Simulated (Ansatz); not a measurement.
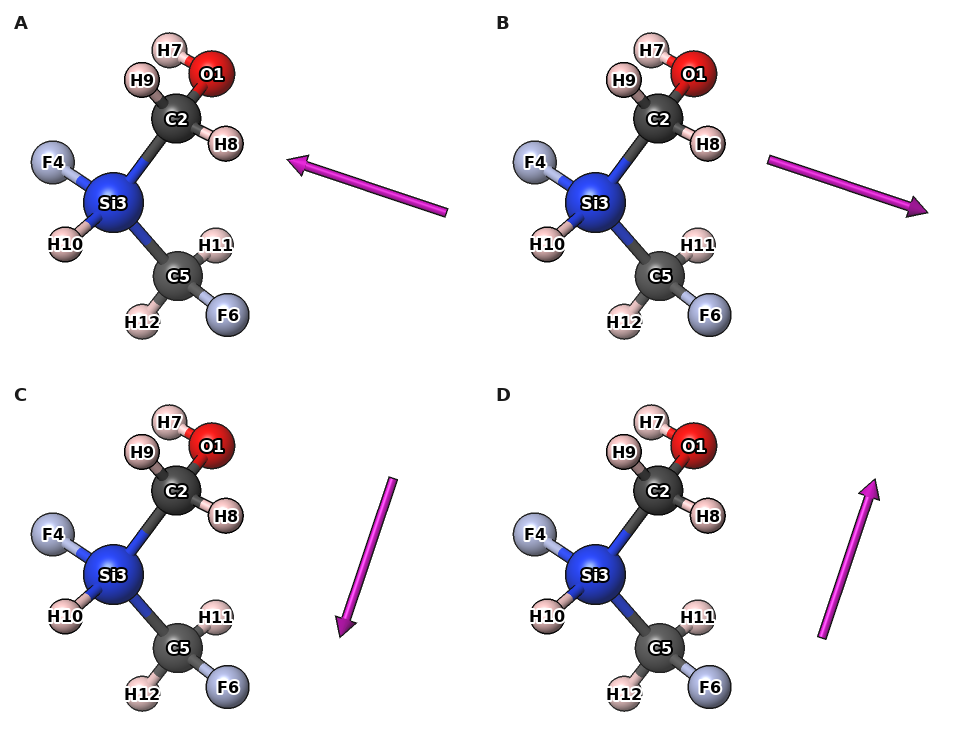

The same molecule four times, each with an arrow. Computed geometry: PBE0-D4/def2-TZVP optimisation. No frequency run is at hand to confirm it as a minimum. Properties computed with RKS ωB97M-V/def2-TZVPP (Ansatz 0.2.0).

Which arrow points along the dipole moment, from the negative to the positive end?

Answer. A. The dipole moment is 1.27 D; it points from the side of F6 to the side of F4 (the outermost atoms at the two ends).
